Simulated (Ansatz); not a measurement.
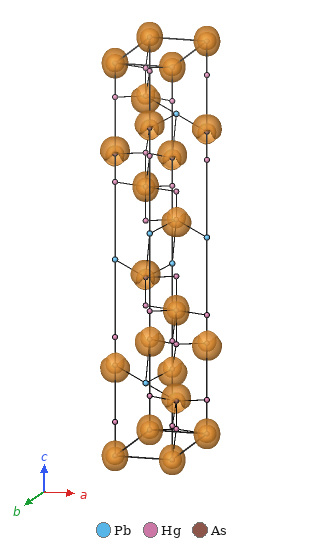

The picture shows: Hg$_{4}$As$_{3}$Pb. Isosurface of the ELF at 0.6 (orange), seen at an oblique angle. Core shells are left out. Sticks mark near contacts.

Space group R-3m; built by placing these elements on a known structure type; not relaxed (largest force 1.9 eV/Å); computed pressure about 7 GPa in this cell; computed without spin polarisation.

Theory: DFT, PAW plane waves, PBE (Ansatz).

Where are the electrons localised?

Answer. The surface consists of nine regions wrapped around As (the valence shell of each), counted in one cell of 24 atoms. Regions shared between cells count once.

Values along the shortest contacts:
Hg–As (2.58 Å): the ELF is about 0.35 at the midpoint; no shared electron pair shows on this line. As–Pb (3.44 Å): the ELF is about 0.20 at the midpoint.

What Bader charges does the calculation give?

Answer. Electrons move from Pb towards As. Bader charges: Pb +0.56, Hg +0.04 and As −0.28 to −0.18 e.
